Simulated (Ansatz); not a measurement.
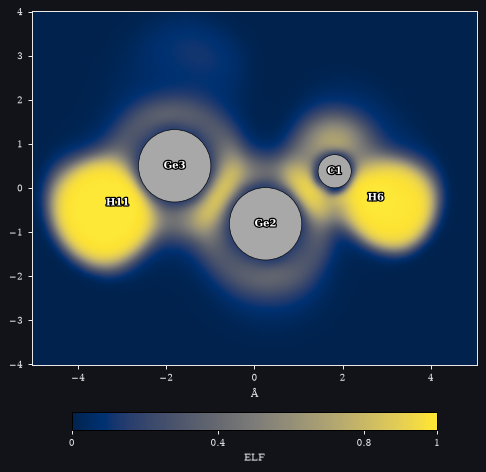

Figure 1: CH7Ge2I (SMILES [CH3][GeH2][GeH2][I]). ELF on the plane of atoms C1, Ge2 and Ge3. Grey discs cover the atomic cores.

Core potentials replace the inner electrons of I.

Computed with RKS PBE/def2-SVP (Ansatz).

```xyz
11

C    -0.9112    1.5391    0.1905
Ge   -0.1293   -0.0866    0.9785
Ge    1.1481   -1.3138   -0.7093
I    -0.4440   -1.7735   -2.6703
H    -1.5372    1.2694   -0.6818
H    -1.5406    2.0541    0.9424
H    -0.1113    2.2288   -0.1411
H    -1.2370   -1.0362    1.5106
H     0.8242    0.2720    2.1563
H     2.3334   -0.5099   -1.3159
H     1.6701   -2.7003   -0.2392
```

What do the fields say about this system?

The section cuts through C, Ge and H sites.
C–Ge (1.97 Å): the ELF peaks at about 0.90 in the valence shell of C, 0.7 Å from its nucleus, and is about 0.70 at the midpoint.
Ge–Ge (2.45 Å): the ELF peaks at about 0.85 between the atoms (localised, covalent bonding).
C–H (1.11 Å): the ELF climbs to about 1 towards the hydrogen, as it does in any bond to H: an ordinary covalent bond to hydrogen.
Ge–H (1.55 Å): the ELF climbs to about 1 towards the hydrogen.
